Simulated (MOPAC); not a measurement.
# Geometry relaxation of C₂H₁₀OSi₂ (charge +1) (part 2 of 2)

The same run, continued: C₂H₁₀OSi₂, charge +1, multiplicity 2; PM6-DH+, unrestricted, dispersion DH+ (MOPAC 23.2.5). The starting geometry was optimised with PM6-DH+.

Geometry of the input (Å):
```
C  -2.8081  0.2274  -0.2997
Si -1.2950  -0.6168  -0.9354
O  0.1021  0.1080  -0.4189
Si 1.4841  0.8221  0.1502
C  2.6447  -0.3903  0.9178
H  -2.8669  0.2274  0.7996
H  -2.8757  1.2775  -0.6241
H  -3.7040  -0.2962  -0.6807
H  -1.2405  -1.9940  -0.4626
H  -1.2616  -0.5809  -2.3916
H  2.1083  1.4764  -0.9922
H  1.0583  1.8132  1.1299
H  2.2036  -0.9171  1.7779
H  2.9828  -1.1616  0.2084
H  3.5421  0.1442  1.2799
```

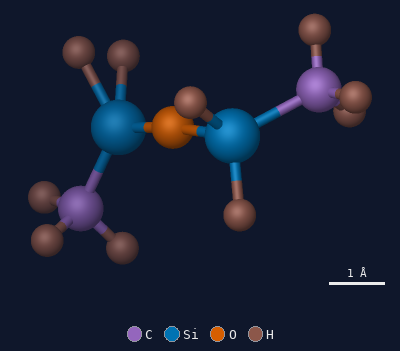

The geometry at step 38 of the log (ball-and-stick view, seen at a tilt).

Output, continued:
```
     1       C         -2.86637047  *   0.20638154  *  -0.30239609  *
     2      Si         -1.30907562  *  -0.46734429  *  -0.83660627  *
     3       O          0.07482649  *   0.10725043  *  -0.39785652  *
     4      Si          1.57068855  *   0.85508671  *   0.15815216  *
     5       C          2.65516697  *  -0.40415406  *   0.92649430  *
     6       H         -2.99929851  *   0.21023709  *   0.80394065  *
     7       H         -3.01961938  *   1.26960805  *  -0.59969250  *
     8       H         -3.73627920  *  -0.35714325  *  -0.71515871  *
     9       H         -1.21344058  *  -1.95259867  *  -1.32073210  *
    10       H         -1.21939366  *  -1.29883538  *  -2.16031767  *
    11       H          2.11647333  *   1.42253530  *  -1.07122593  *
    12       H          1.09674244  *   1.86657737  *   1.09824438  *
    13       H          2.23324813  *  -0.90807811  *   1.81270160  *
    14       H          2.99592425  *  -1.20265510  *   0.24508911  *
    15       H          3.58334048  *   0.09982967  *   1.28327606  *

                             CARTESIAN COORDINATES

   1    C       -2.866370470     0.206381543    -0.302396090
   2   Si       -1.309075621    -0.467344288    -0.836606273
   3    O        0.074826492     0.107250431    -0.397856520
   4   Si        1.570688548     0.855086714     0.158152164
   5    C        2.655166965    -0.404154064     0.926494304
   6    H       -2.999298515     0.210237095     0.803940652
   7    H       -3.019619382     1.269608046    -0.599692495
   8    H       -3.736279195    -0.357143246    -0.715158714
   9    H       -1.213440580    -1.952598668    -1.320732097
  10    H       -1.219393658    -1.298835385    -2.160317672
  11    H        2.116473334     1.422535299    -1.071225929
  12    H        1.096742437     1.866577368     1.098244379
  13    H        2.233248129    -0.908078109     1.812701604
  14    H        2.995924251    -1.202655103     0.245089113
  15    H        3.583340481     0.099829668     1.283276058

           Empirical Formula: C2 H10 O Si2  =    15 atoms

      MOLECULAR POINT GROUP   :   C1

          ALPHA EIGENVALUES
 -33.76733 -29.37064 -28.00344 -24.38952 -21.86542 -19.25057 -18.99519 -18.33570
 -18.01183 -17.98121 -16.90753 -16.67276 -16.34837 -14.33647 -14.26702 -12.38032
  -5.40246  -4.04318  -3.45387  -2.96069  -2.79494  -2.69541  -2.29957  -2.19191
  -1.62414  -1.43978  -1.32826  -1.22097  -0.88606  -0.19168   0.90179   1.10094
   1.35446   1.36764   1.50602   1.60217   2.57316   2.64442   2.72495   3.91485

           BETA EIGENVALUES
 -33.73869 -29.33398 -28.00351 -23.92078 -21.40987 -19.23394 -18.96379 -18.27541
 -18.00271 -17.97393 -16.90698 -16.65711 -16.31257 -14.33648 -14.26689  -5.30865
  -5.25589  -3.91378  -3.39559  -3.00903  -2.80467  -2.69135  -2.28164  -2.04829
  -1.62421  -1.30526  -1.23448  -0.84008  -0.09678   0.18435   0.92522   1.11526
   1.35520   1.37107   1.50760   1.60203   2.57286   2.64440   2.72494   3.91485

              NET ATOMIC CHARGES AND DIPOLE CONTRIBUTIONS

  ATOM NO.   TYPE          CHARGE      No. of ELECS.   s-Pop       p-Pop       d-Pop
    1          C          -0.792289        4.7923     1.08796     3.70432
    2         Si           0.845893        3.1541     0.87453     1.20096     1.07861
    3          O          -0.488229        6.4882     1.60574     4.88249
    4         Si           0.607118        3.3929     1.13960     1.52928     0.72400
    5          C          -0.796760        4.7968     1.08578     3.71098
    6          H           0.239840        0.7602     0.76016
    7          H           0.240306        0.7597     0.75969
    8          H           0.235836        0.7642     0.76416
    9          H           0.126655        0.8733     0.87334
   10          H           0.127047        0.8730     0.87295
   11          H           0.008902        0.9911     0.99110
   12          H           0.007948        0.9921     0.99205
   13          H           0.207468        0.7925     0.79253
   14          H           0.208203        0.7918     0.79180
   15          H           0.222062        0.7779     0.77794
 DIPOLE           X         Y         Z       TOTAL
 POINT-CHG.    -3.911    -1.866    -2.843     5.182
 HYBRID        -0.378    -0.608     0.784     1.062
 SUM           -4.289    -2.473    -2.059     5.362

          ATOMIC ORBITAL ELECTRON POPULATIONS

     Atom    s        px        py        pz      x^2-y^2     xz        z^2       yz        xy
    1  C   1.08796   1.24711   1.22957   1.22764
    2 Si   0.87453   0.37651   0.41862   0.40583   0.29978   0.17899   0.31165   0.08988   0.19831
    3  O   1.60574   1.53627   1.66620   1.68002
    4 Si   1.13960   0.38349   0.50511   0.64068   0.09394   0.14756   0.08713   0.23697   0.15840
    5  C   1.08578   1.24722   1.24030   1.22346
    6  H   0.76016
    7  H   0.75969
    8  H   0.76416
    9  H   0.87334
   10  H   0.87295
   11  H   0.99110
   12  H   0.99205
   13  H   0.79253
   14  H   0.79180
   15  H   0.77794

                    (SZ)    =    0.500000
                    (S**2)  =    0.751180

          ATOMIC ORBITAL SPIN POPULATIONS

    Atom   Total    s     px     py     pz   x^2-y^2  xz     z^2    yz     xy
         Atomic
    1  C -0.0134 -0.002 -0.009 -0.001 -0.000
    2 Si  0.5731  0.004  0.001  0.085  0.143  0.080  0.001  0.241  0.016  0.001
    3  O  0.0017 -0.001 -0.002  0.001  0.003
    4 Si -0.0004  0.000 -0.000 -0.000  0.000 -0.000  0.000 -0.000 -0.000 -0.000
    5  C -0.0001 -0.000 -0.000 -0.000 -0.000
    6  H  0.0013  0.001
    7  H  0.0013  0.001
    8  H -0.0001 -0.000
    9  H  0.2177  0.218
   10  H  0.2192  0.219
   11  H -0.0001 -0.000
   12  H -0.0001 -0.000
   13  H  0.0000  0.000
   14  H  0.0000  0.000
   15  H -0.0000 -0.000

 *                    *
 * JOB ENDED NORMALLY *
 *                    *

 TOTAL JOB TIME:             0.80 SECONDS

 == MOPAC DONE ==
```

Trajectory as extended XYZ (Å, eV, eV/Å), 7 of the 78 frames kept, from step=0 to step=77:
```
15
Properties=species:S:1:pos:R:3:forces:R:3 step=0 energy=4.45572
C    -2.8081    0.2274   -0.2997    0.9486  -0.9983  -0.9474
Si   -1.2950   -0.6168   -0.9354   -0.2705   2.9896   2.8206
O     0.1021    0.1080   -0.4189   -2.1895  -1.6573  -1.3693
Si    1.4841    0.8221    0.1502    2.0962   0.9740   1.0320
C     2.6447   -0.3903    0.9178   -0.6325  -0.0618  -0.3371
H    -2.8669    0.2274    0.7996   -0.0541   0.1173   0.2252
H    -2.8757    1.2775   -0.6241   -0.1348   0.2508   0.0929
H    -3.7040   -0.2962   -0.6807   -0.2727   0.0688   0.0571
H    -1.2405   -1.9940   -0.4626    0.2433  -1.1356  -0.2294
H    -1.2616   -0.5809   -2.3916    0.2447  -0.4517  -1.3336
H     2.1083    1.4764   -0.9922   -0.1528  -0.0602  -0.1792
H     1.0583    1.8132    1.1299   -0.1702  -0.0314  -0.0142
H     2.2036   -0.9171    1.7779    0.1108  -0.0220   0.1002
H     2.9828   -1.1616    0.2084    0.1493  -0.0381   0.0460
H     3.5421    0.1442    1.2799    0.0843   0.0559   0.0363
15
Properties=species:S:1:pos:R:3:forces:R:3 step=13 energy=2.94394
C    -2.8587    0.2162   -0.2793   -0.5771   0.0041  -0.2782
Si   -1.3166   -0.4754   -0.7712    0.6959  -0.8491  -0.7154
O     0.1321   -0.0078   -0.3961   -0.4596   0.2522   0.0061
Si    1.5582    0.8524    0.1372    0.1871   0.2054   0.0386
C     2.6532   -0.3893    0.9290    0.2556   0.6875  -0.6503
H    -3.0683    0.3124    0.7958    0.0152  -0.0861   0.3372
H    -2.9635    1.2499   -0.6558   -0.0126   0.4111  -0.0923
H    -3.7562   -0.3104   -0.7181    0.2621  -0.0351   0.1493
H    -1.1828   -1.8994   -1.4524   -0.1081   0.2300   0.0749
H    -1.1775   -1.1694   -2.2056   -0.1306   0.0734   0.3151
H     2.1072    1.4787   -1.0753   -0.0756  -0.1415   0.1326
H     0.9800    1.8462    1.0512    0.1158  -0.1048  -0.0382
H     2.1913   -0.8854    1.7543   -0.2762  -0.4542   0.7727
H     3.0006   -1.1707    0.2378    0.1263  -0.0893  -0.0557
H     3.5640    0.1279    1.3143   -0.0184  -0.1034   0.0035
15
Properties=species:S:1:pos:R:3:forces:R:3 step=26 energy=2.84217
C    -2.8527    0.2162   -0.2935   -0.0176   0.0004  -0.0162
Si   -1.3103   -0.4833   -0.8360   -0.0086   0.0216   0.0076
O     0.0758    0.0811   -0.3951   -0.0041  -0.0008  -0.0086
Si    1.5602    0.8507    0.1580    0.0120   0.0023   0.0019
C     2.6585   -0.3925    0.9315    0.0068  -0.0065   0.0022
H    -2.9821    0.2461    0.8121    0.0102  -0.0057   0.0080
H    -2.9782    1.2786   -0.6117   -0.0260  -0.0178   0.0031
H    -3.7372   -0.3381   -0.6881    0.0113   0.0163  -0.0037
H    -1.2235   -1.9477   -1.3781   -0.0070  -0.0130   0.0094
H    -1.2348   -1.2640   -2.1918    0.0017  -0.0052  -0.0133
H     2.0968    1.4167   -1.0754    0.0089   0.0101  -0.0033
H     1.0679    1.8619    1.0900    0.0118  -0.0086  -0.0006
H     2.2339   -0.9064    1.8110    0.0110   0.0019  -0.0004
H     3.0177   -1.1834    0.2497   -0.0090   0.0061   0.0059
H     3.5765    0.1228    1.2974   -0.0013  -0.0009   0.0078
15
Properties=species:S:1:pos:R:3:forces:R:3 step=38 energy=2.84096
C    -2.8591    0.2138   -0.2956   -0.0039  -0.0009  -0.0010
Si   -1.3119   -0.4713   -0.8444   -0.0018   0.0001   0.0016
O     0.0769    0.0902   -0.4047    0.0009   0.0007  -0.0001
Si    1.5649    0.8485    0.1580    0.0004   0.0021  -0.0011
C     2.6611   -0.3955    0.9337   -0.0033   0.0008  -0.0001
H    -2.9779    0.2215    0.8123   -0.0029   0.0009   0.0001
H    -3.0081    1.2773   -0.5944    0.0018  -0.0001   0.0010
H    -3.7388   -0.3433   -0.6957    0.0018  -0.0041  -0.0018
H    -1.2318   -1.9524   -1.3442    0.0029   0.0011   0.0011
H    -1.2336   -1.2900   -2.1769   -0.0017  -0.0001   0.0004
H     2.1088    1.4219   -1.0694    0.0036   0.0007  -0.0002
H     1.0738    1.8546    1.0953    0.0047   0.0011   0.0005
H     2.2389   -0.9045    1.8170    0.0033  -0.0009  -0.0001
H     3.0191   -1.1900    0.2563   -0.0044   0.0008  -0.0009
H     3.5793    0.1223    1.2969   -0.0012  -0.0022   0.0006
15
Properties=species:S:1:pos:R:3:forces:R:3 step=51 energy=2.84077
C    -2.8632    0.2099   -0.2989   -0.0007   0.0013   0.0015
Si   -1.3106   -0.4691   -0.8403   -0.0017  -0.0003   0.0022
O     0.0768    0.0987   -0.4027   -0.0048   0.0007  -0.0011
Si    1.5682    0.8518    0.1582   -0.0009  -0.0006  -0.0002
C     2.6585   -0.3996    0.9305   -0.0003  -0.0014   0.0001
H    -2.9904    0.2168    0.8080    0.0006  -0.0009  -0.0004
H    -3.0142    1.2730   -0.5978   -0.0006   0.0008  -0.0005
H    -3.7374   -0.3514   -0.7057    0.0031  -0.0002  -0.0004
H    -1.2244   -1.9525   -1.3315    0.0020  -0.0001  -0.0002
H    -1.2320   -1.2952   -2.1682    0.0044   0.0003   0.0006
H     2.1159    1.4224   -1.0689   -0.0020   0.0017   0.0000
H     1.0843    1.8598    1.0972    0.0021   0.0013  -0.0016
H     2.2370   -0.9083    1.8142   -0.0006   0.0002   0.0003
H     3.0090   -1.1943    0.2496   -0.0007  -0.0015   0.0000
H     3.5807    0.1120    1.2921    0.0002  -0.0012  -0.0004
15
Properties=species:S:1:pos:R:3:forces:R:3 step=64 energy=2.84069
C    -2.8669    0.2060   -0.3028   -0.0001  -0.0002   0.0001
Si   -1.3089   -0.4671   -0.8357   -0.0004  -0.0002  -0.0007
O     0.0748    0.1083   -0.3975   -0.0007  -0.0003   0.0001
Si    1.5713    0.8554    0.1580   -0.0007   0.0001   0.0001
C     2.6551   -0.4047    0.9260   -0.0003   0.0001  -0.0001
H    -3.0014    0.2101    0.8033    0.0007   0.0001  -0.0001
H    -3.0206    1.2690   -0.6007    0.0002   0.0001   0.0003
H    -3.7357   -0.3585   -0.7167   -0.0004   0.0003   0.0001
H    -1.2127   -1.9525   -1.3193    0.0000   0.0000   0.0000
H    -1.2200   -1.2991   -2.1592    0.0013  -0.0001   0.0001
H     2.1166    1.4229   -1.0716    0.0005   0.0001   0.0000
H     1.0984    1.8666    1.0987   -0.0005   0.0006  -0.0003
H     2.2319   -0.9090    1.8114    0.0011  -0.0001   0.0003
H     2.9965   -1.2027    0.2444   -0.0012  -0.0003   0.0001
H     3.5829    0.0990    1.2841    0.0005  -0.0004  -0.0001
15
Properties=species:S:1:pos:R:3:forces:R:3 step=77 energy=2.84068
C    -2.8664    0.2064   -0.3024    0.0003  -0.0005   0.0003
Si   -1.3091   -0.4673   -0.8366    0.0007  -0.0002  -0.0002
O     0.0748    0.1072   -0.3979   -0.0007   0.0003   0.0001
Si    1.5707    0.8551    0.1582    0.0005   0.0000   0.0001
C     2.6552   -0.4042    0.9265    0.0001   0.0001  -0.0002
H    -2.9993    0.2102    0.8039    0.0000   0.0002  -0.0002
H    -3.0196    1.2696   -0.5997    0.0000   0.0001   0.0001
H    -3.7363   -0.3571   -0.7152    0.0005   0.0001  -0.0002
H    -1.2134   -1.9526   -1.3207    0.0001   0.0003  -0.0003
H    -1.2194   -1.2988   -2.1603   -0.0004   0.0000   0.0004
H     2.1165    1.4225   -1.0712   -0.0001   0.0002   0.0000
H     1.0967    1.8666    1.0982   -0.0002  -0.0004  -0.0001
H     2.2332   -0.9081    1.8127    0.0002   0.0005   0.0003
H     2.9959   -1.2027    0.2451   -0.0009  -0.0004   0.0002
H     3.5833    0.0998    1.2833   -0.0001  -0.0002  -0.0002
```

Key numbers:

- outcome: converged
- total energy: −29.891627 hartree
- dispersion energy: −0.000769 hartree
- heat of formation: 65.51 kcal/mol
- basis functions: 40
- largest force: 0.001 eV/Å
- ⟨S²⟩: 0.751
- wall time: 0.83 s
- peak memory: 0.074 GiB

MOPAC's energies along a path are heats of formation.
